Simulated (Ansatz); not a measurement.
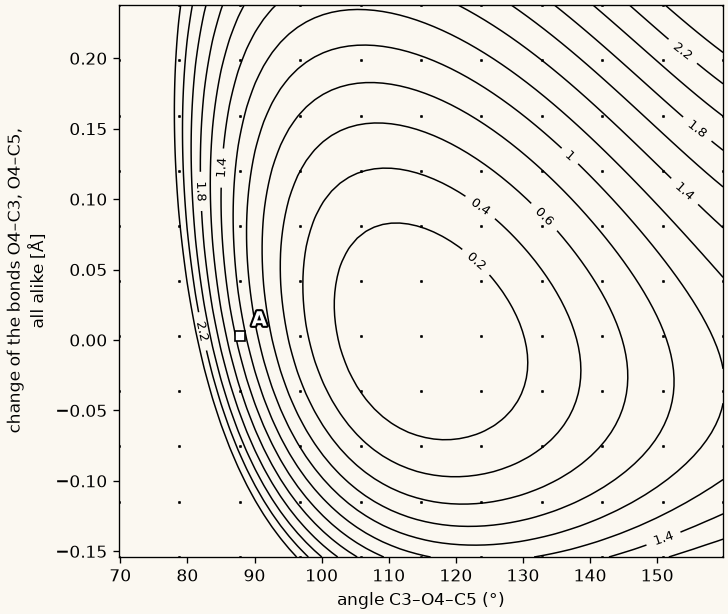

C₃H₅FO₂, SMILES O=CCOCF. First axis: angle C3–O4–C5. Second axis: change of the bonds O4–C3, O4–C5, all alike. Nothing is relaxed (all other coordinates rigid). Grid: 11 × 11 points. Points are written as (first, second). Energies: eV, counted from the lowest grid point. Theory: RKS PBE-D4/def2-SVP (Ansatz 0.2.0).

Drawn: contour lines labelled in eV (none above 2.4), dots at the grid points, the point A. Between grid points the surface is interpolated.

Which way does the force act at A, and how strong is it?

A, at (87.8°, 0.003 Å), is not a stationary point. The computed force is 0.13 eV for each degree towards larger values of angle C3–O4–C5 and 5.9 eV for each Å towards larger values of the second coordinate.
